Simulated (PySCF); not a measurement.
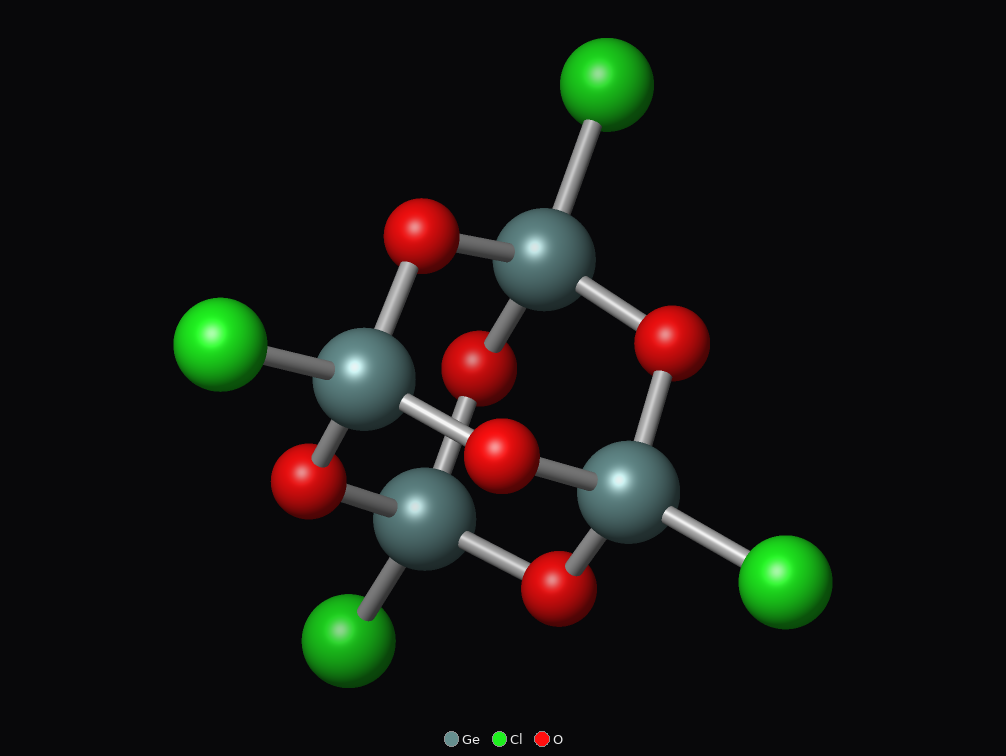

The computed structure is the end point of a PBE0-D3(BJ)/def2-SVP optimisation. No frequency run is at hand to confirm it as a minimum.

Draw it as a skeletal formula.

SMILES: [Cl][Ge@]12[O][Ge@]3([Cl])[O][Ge@]([Cl])([O]1)[O][Ge@]([Cl])([O]2)[O]3

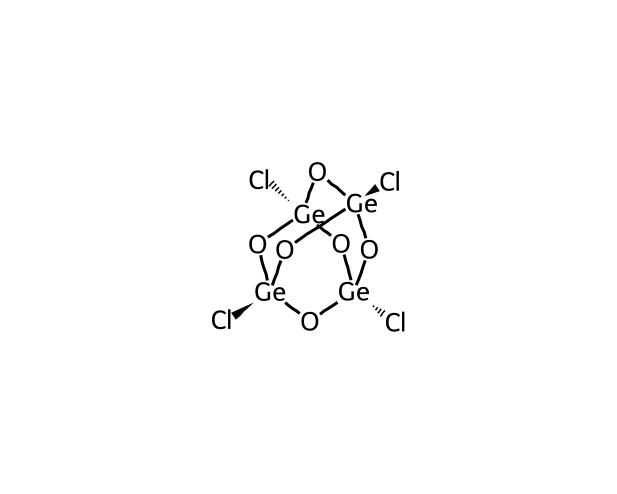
